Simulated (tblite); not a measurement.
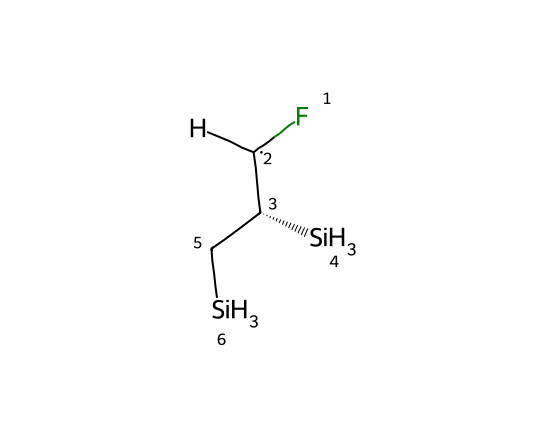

Skeletal drawing with numbered atoms; wedges and dashes mark any stereocentres. The configuration is that of a computed structure (GFN2-xTB).

### Give the R/S and E/Z labels.

C3: S.
